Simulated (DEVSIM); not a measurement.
System: abrupt Si n-p junction, at 300 K.

```
layer (left to right)  material  thickness (μm)  Nd (cm⁻³)  Na (cm⁻³)   τn (s)   τp (s)
---------------------  --------  --------------  ---------  ---------  -------  -------
1                            Si            14.0       2e16          -  0.00092  0.00092
2                            Si             240          -     4.9e16  0.00092  0.00092
```

Left contact: ohmic. Right contact: ohmic. Voltage is applied to the left contact. Recombination: SRH at mid-gap, Auger. Mobility is μmin + (μ − μmin)/(1 + (N/Nref)^α).

Constants are typed, rounded textbook-type inputs, not results; the design itself was drawn at random and stands for no fabricated device. Values at 300 K.

```csv
parameter,Si
gap (eV),1.124
affinity (eV),4.05
permittivity,11.7
Nc (cm⁻³),2.86e19
Nv (cm⁻³),3.1e19
μn (cm²/Vs),1417
μp (cm²/Vs),470
"μn,min",52
"μp,min",45
"Nref,n",9.7e16
"Nref,p",2.2e17
αn,0.68
αp,0.72
Cn (cm⁶/s),2.8e-31
Cp (cm⁶/s),9.9e-32
```

Model (solved in DEVSIM): 1D drift-diffusion, Boltzmann statistics, complete ionisation; no tunnelling, impact ionisation, image-force lowering or self-heating.

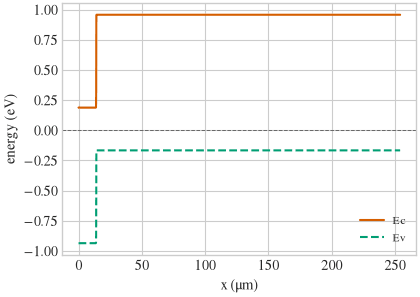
Fig. 1. Band edges at zero bias

Energies count from the Fermi level of the right contact; mesh points crowd at the junctions.

```csv
x (μm),Ec (eV),Ev (eV),n (cm⁻³),p (cm⁻³),field (V/cm)
0.000,0.188,-0.936,2.0e16,5800,≈ 0
0.05753,0.188,-0.936,2.0e16,5800,≈ 0
0.2639,0.188,-0.936,2.0e16,5800,≈ 0
0.9519,0.188,-0.936,2.0e16,5800,≈ 0
5.149,0.188,-0.936,2.0e16,5800,≈ 0
11.15,0.188,-0.936,2.0e16,5800,≈ 0
13.18,0.188,-0.936,2.0e16,5800,≈ 0
13.86,0.246,-0.878,2.1e15,55000,15000
13.98,0.603,-0.521,2.1e9,5.5e10,49000
14.02,0.808,-0.316,760000,1.5e14,43000
14.12,0.956,-0.168,2500,4.7e16,730
14.72,0.957,-0.167,2400,4.9e16,≈ 0
16.60,0.957,-0.167,2400,4.9e16,≈ 0
22.90,0.957,-0.167,2400,4.9e16,≈ 0
59.63,0.957,-0.167,2400,4.9e16,≈ 0
163.8,0.957,-0.167,2400,4.9e16,≈ 0
227.5,0.957,-0.167,2400,4.9e16,≈ 0
246.2,0.957,-0.167,2400,4.9e16,≈ 0
252.6,0.957,-0.167,2400,4.9e16,≈ 0
253.6,0.957,-0.167,2400,4.9e16,≈ 0
253.9,0.957,-0.167,2400,4.9e16,≈ 0
254.0,0.957,-0.167,2400,4.9e16,≈ 0
```
